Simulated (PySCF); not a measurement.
**C2ClF5 (chloropentafluoroethane): levels of theory compared**

Wanted: a comparison of 6 runs (M06-L/def2-SVP, PBE/def2-SVP, PBE0/def2-SVP, SVWN5/def2-SVP, TPSS/def2-SVP, CCSD(T)/def2-SVP) of C2ClF5 (chloropentafluoroethane). 

The results are computed with PySCF 2.14.0.

## Step 1: The molecule

The species is C2ClF5 (8 atoms), meant as a singlet with charge 0. SMILES: `FC(F)(F)C(F)(F)Cl`. The C2–C5 distance was set to 2.328 Å, away from the relaxed value. At this shape a bond of the SMILES string is far longer than usual.

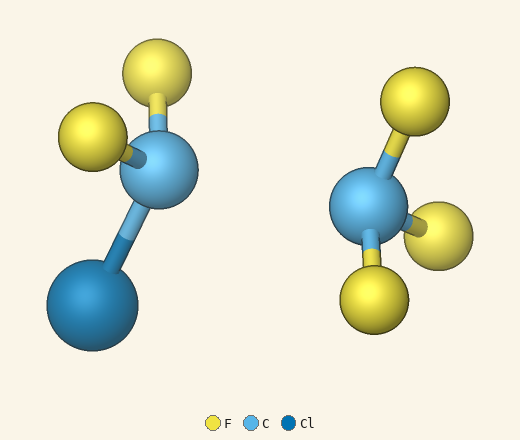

Viewed from a chosen angle; fluorine yellow, carbon blue, chlorine blue.

## Step 2: A single-point energy at M06-L/def2-SVP (run 1)

Contents of start.xyz:

```xyz
8
C2ClF5
F      0.454736    -2.100942    -0.994737
C     -0.023044    -0.900272    -1.282887
F     -1.265904    -1.017942    -1.723767
F      0.722196    -0.359842    -2.238927
C      0.044800     0.472260     0.595750
F     -0.410260     1.675970     0.257120
F      1.311180     0.593310     0.986010
Cl    -0.924140    -0.192510     1.896710
```

Contents of calc.py:

```python
from pyscf import gto, dft

mol = gto.M(
    atom='start.xyz',
    max_memory=1860,
    charge=0,
    basis='def2-svp',
    verbose=4,
    spin=0,
)

mf = dft.RKS(mol)
mf.xc = 'm06-l'
mf.grids.level = 5
mf.conv_tol = 1e-10
mf.kernel()
if not mf.converged:
    mf = mf.newton().run(mf.mo_coeff, mf.mo_occ)

e_final = mf.e_tot
print(f'total energy: {e_final:.8f} hartree')
```

Command:

```sh
$ OMP_NUM_THREADS=1 python calc.py
```

The log of the run:

```text
PySCF version 2.14.0

[... 82 lines left out ...]
converged SCF energy = -1034.87889400677
total energy: -1034.87889401 hartree
```

It took 59 s on 1 thread of Intel Xeon at 2.70GHz, shared host; peak memory 0.67 GiB.

## Step 3: The energy at PBE/def2-SVP (run 2)

Contents of calc.py:

```python
from pyscf import gto, dft

mol = gto.M(
    atom=[
    ('F', (0.454736, -2.100942, -0.994737)),
    ('C', (-0.023044, -0.900272, -1.282887)),
    ('F', (-1.265904, -1.017942, -1.723767)),
    ('F', (0.722196, -0.359842, -2.238927)),
    ('C', (0.044800, 0.472260, 0.595750)),
    ('F', (-0.410260, 1.675970, 0.257120)),
    ('F', (1.311180, 0.593310, 0.986010)),
    ('Cl', (-0.924140, -0.192510, 1.896710)),
],
    max_memory=1860,
    verbose=3,
    basis='def2-svp',
)

mf = dft.RKS(mol, xc='pbe')
mf.grids.level = 5
mf.conv_tol = 1e-10
mf.kernel()
if not mf.converged:
    mf = mf.newton().run(mf.mo_coeff, mf.mo_occ)

e_tot = mf.e_tot
print(f'total energy: {e_tot:.8f} hartree')
```

Command:

```sh
$ OMP_NUM_THREADS=1 python calc.py
```

The log of the run:

```text
converged SCF energy = -1034.22557651678
total energy: -1034.22557652 hartree
```

It took 37 s on 1 thread of Intel Xeon at 2.70GHz, shared host; peak memory 0.66 GiB.

Runs 3 to 5 aren't shown in full; the table further down has their settings and results.

## Step 4: A single-point energy at CCSD(T)/def2-SVP (run 6)

Contents of calc.py:

```python
from pyscf import gto, cc

molecule = gto.M(
    atom=[
    ('F', (0.454736, -2.100942, -0.994737)),
    ('C', (-0.023044, -0.900272, -1.282887)),
    ('F', (-1.265904, -1.017942, -1.723767)),
    ('F', (0.722196, -0.359842, -2.238927)),
    ('C', (0.044800, 0.472260, 0.595750)),
    ('F', (-0.410260, 1.675970, 0.257120)),
    ('F', (1.311180, 0.593310, 0.986010)),
    ('Cl', (-0.924140, -0.192510, 1.896710)),
],
    max_memory=1860,
    basis='def2-svp',
    verbose=4,
    charge=0,
)

myscf = molecule.RHF()
myscf.conv_tol = 1e-10
myscf.kernel()
if not myscf.converged:
    myscf = myscf.newton().run(myscf.mo_coeff, myscf.mo_occ)

mycc = cc.CCSD(myscf, frozen=12)
mycc.kernel()
e_t = mycc.ccsd_t()
energy = mycc.e_tot + e_t
print(f'total energy: {energy:.8f} hartree')
```

Command:

```sh
$ OMP_NUM_THREADS=1 python calc.py
```

The log of the run:

```text
PySCF version 2.14.0

[... 66 lines left out ...]
converged SCF energy = -1031.68770738583
[... 12 lines left out ...]
Init t2, MP2 energy = -1033.02261655848  E_corr(MP2) -1.33490917264536
[... 11 lines left out ...]
CCSD converged
[... 2 lines left out ...]
total energy: -1033.08353211 hartree
```

It took 3 min on 1 thread of Intel Xeon at 2.70GHz, shared host; peak memory 1.3 GiB.

## Step 5: Overview of the runs

```tsv
run	level	integration grid	frozen core orbitals	energy (Eh)	dipole moment (D) of the reference	HOMO energy (eV)	LUMO energy (eV)	wall time
1	M06-L/def2-SVP	5	–	-1034.878894	0.20	-7.39	-3.32	59 s
2	PBE/def2-SVP	5	–	-1034.225577	0.21	-6.86	-3.04	37 s
3	PBE0/def2-SVP	5	–	-1034.240483	0.35	-8.38	-2.42	32 s
4	SVWN5/def2-SVP	5	–	-1029.670881	0.31	-7.06	-3.23	18 s
5	TPSS/def2-SVP	5	–	-1035.021280	0.18	-7.05	-3.12	63 s
6	CCSD(T)/def2-SVP	–	12	-1033.083532	0.71	-11.65	1.18	3 min
```

## Step 6: What came out

| quantity | value |
| --- | --- |
| run 6: total energy | -1033.08353 Eh |
| run 6: dipole moment (Hartree–Fock density) | 0.71 D |
| run 6: HOMO energy (Hartree–Fock orbitals) | -11.65 eV |
| run 6: LUMO energy (Hartree–Fock orbitals) | 1.18 eV |
| run 6: HOMO–LUMO gap (Hartree–Fock orbitals) | 12.83 eV |
| run 6: correlation energy (12 core orbitals frozen) | -1395.8 mEh |
| run 6: (T) correction | -36.12 mEh |
| run 6: T1 diagnostic | 0.013 |

**Reading.** Over runs 1, 2, 3, 4, 5 the dipole moment (its size) runs from 0.18 D (TPSS/def2-SVP) to 0.35 D (PBE0/def2-SVP). Over runs 1, 2, 3, 4, 5 the HOMO–LUMO gap runs from 3.82 eV (PBE/def2-SVP) to 5.96 eV (PBE0/def2-SVP). Totals of different functionals can't be ranked against each other. All runs together took 6.5 min, the longest 3 min.
